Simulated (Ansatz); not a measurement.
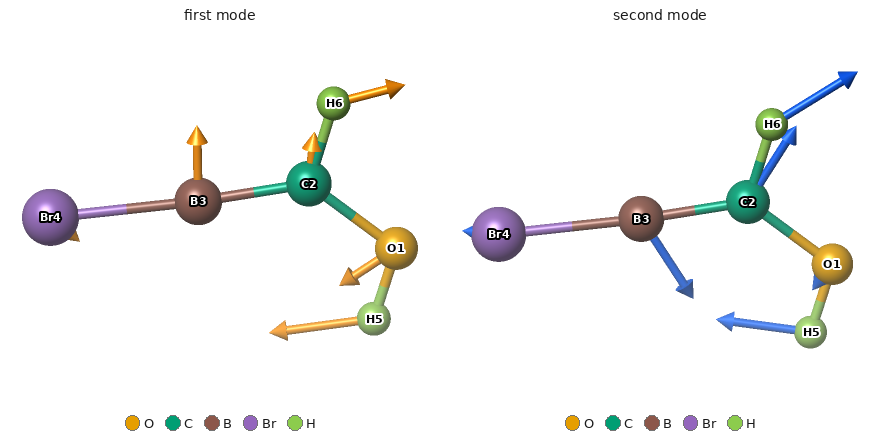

The system is CH2BBrO, SMILES OC=BBr; the picture shows the reference structure; its two panels give the patterns of the first and the second mode as arrows. 
- Coordinates scanned: (1) normal mode 1 (141 cm⁻¹); (2) normal mode 5 (630 cm⁻¹).
- Nothing is relaxed (straight displacements along the two mass-weighted modes).
- The scan uses a 9 × 9 grid.
- Energies: kJ/mol, counted from the lowest grid point.
- Computed with RKS BHLYP-D4/def2-TZVP in Ansatz 0.2.0.

Its coordinates:

```yaml
atoms:
  - { symbol: O, position_ang: [-0.4958, 1.2774, -0.7227] }
  - { symbol: C, position_ang: [0.2827, 0.4553, 0.0454] }
  - { symbol: B, position_ang: [0.1845, -0.8790, 0.3944] }
  - { symbol: Br, position_ang: [0.1357, -2.6398, 0.9080] }
  - { symbol: H, position_ang: [-1.2433, 0.8039, -1.0696] }
  - { symbol: H, position_ang: [1.1361, 0.9824, 0.4446] }
```

Range: normal mode 1 (141 cm⁻¹) from −1.625 to 1.625 amu½·Å; normal mode 5 (630 cm⁻¹) from −0.64 to 0.64 amu½·Å.

Question: What will the energy surface look like?

Answer: The lowest grid point is at normal mode 1 (141 cm⁻¹) = 0.000 amu½·Å, normal mode 5 (630 cm⁻¹) = 0.00 amu½·Å. It is the only kind of minimum in the scanned range. The highest grid point, normal mode 1 (141 cm⁻¹) = 1.625 amu½·Å, normal mode 5 (630 cm⁻¹) = 0.64 amu½·Å, lies 63.5 kJ/mol above the lowest.

```csv
"normal mode 5 (630 cm⁻¹) ↓, normal mode 1 (141 cm⁻¹) →",−1.625,−1.219,−0.813,−0.406,0.000,0.406,0.813,1.219,1.625
0.64,51.4,41.6,35.7,32.5,31.3,32.6,37.3,47.1,63.5
0.48,36.8,26.9,21.2,18.3,17.2,18.3,22.5,31.1,46.0
0.32,26.8,16.7,11.1,8.4,7.5,8.4,11.9,19.3,32.5
0.16,21.4,10.7,5.1,2.6,1.8,2.6,5.4,11.6,23.1
0.00,20.2,9.0,3.1,0.6,0.0,0.6,2.8,7.9,17.7
−0.16,23.3,11.2,5.0,2.4,1.8,2.3,3.9,7.9,16.0
−0.32,30.4,17.3,10.5,7.7,7.0,7.4,8.6,11.6,18.2
−0.48,41.4,27.2,19.6,16.4,15.6,15.8,16.7,18.9,24.1
−0.64,56.2,40.7,32.2,28.4,27.4,27.5,28.1,29.7,33.7
```

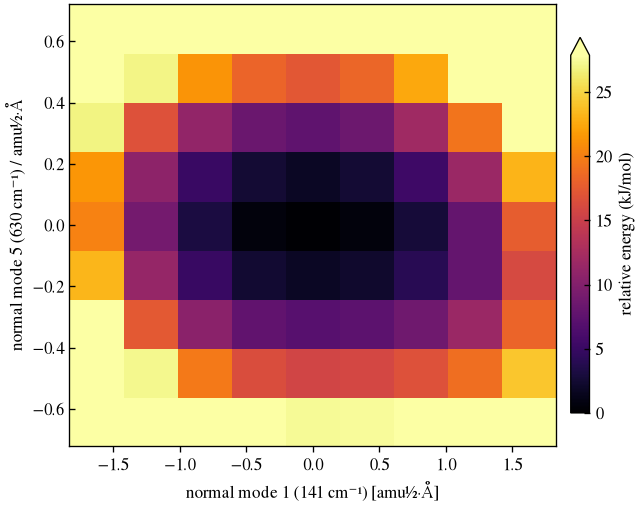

Drawn: one coloured cell a grid point, one colour for all values above the top of the scale.

Each point was launched as `ansatz run input.yaml --threads 1 --pin off --max-ram 2560MiB --backend cpu --events-out ev --progress --plain --runs-dir out`. Time for the 81 points that were run: 9.4 min on 1 thread of AMD EPYC 7R13 Processor (Zen 3) (shared host).
